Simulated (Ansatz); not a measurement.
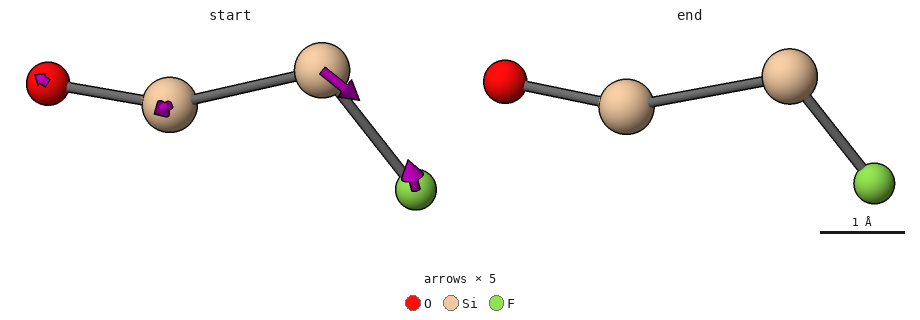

The structure of Si$_{2}$OF (charge −1) before (left) and after (right) a relaxation, at one scale. The purple arrows give the displacements, 5 times their true length.

A ball-and-stick model, seen at a tilt.

All numbers below come from RKS PBE0-D4/def2-TZVPD (Ansatz). Settings: force threshold 0.005 eV/Å; at most 200 steps.

Question: What changed between the two?

Answer: The largest move after the best rigid fit is that of a Si atom, 0.12 Å. Largest moves by element: Si 0.12 Å, F 0.09 Å, O 0.04 Å. Near-neighbour distances that change, for instance: F–Si 1.860 → 1.670 Å, Si–Si 2.150 → 2.264 Å, O–Si 1.548 → 1.543 Å. Bond angles that change, for instance: Si–Si–F 104.2° → 106.6°. After 10 geometry steps the energy has fallen by 0.328 eV. The largest force component goes from 2.2 to 0.00015 eV/Å.
